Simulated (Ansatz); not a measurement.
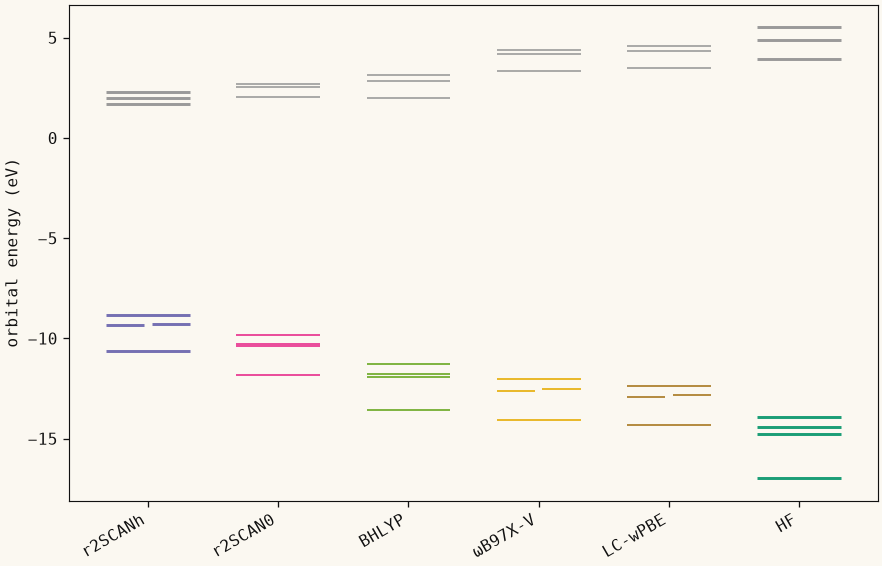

Frontier orbital energies of C₂H₄F₂, SMILES FCCF at one geometry, def2-TZVPP, the Ansatz code 0.2.0, at a PBE0-D4/def2-TZVP geometry (a minimum by its frequencies). Empty levels are grey, levels within 0.1 eV stand side by side; all columns show the same few orbitals around the gap.

Q: How do the frontier levels move from column to column?

A: The separation grows from 10.48 eV (r2SCANh) to 17.87 eV (HF).

```csv
level,HOMO (eV),LUMO (eV),separation (eV)
r2SCANh,−8.82,1.66,10.48
r2SCAN0,−9.82,2.03,11.84
BHLYP,−11.30,1.97,13.28
ωB97X-V,−12.05,3.33,15.38
LC-wPBE,−12.36,3.50,15.85
HF,−13.93,3.94,17.87
```

Limits of at least one run: empty levels above zero depend strongly on the basis; one conformer of a flexible molecule.
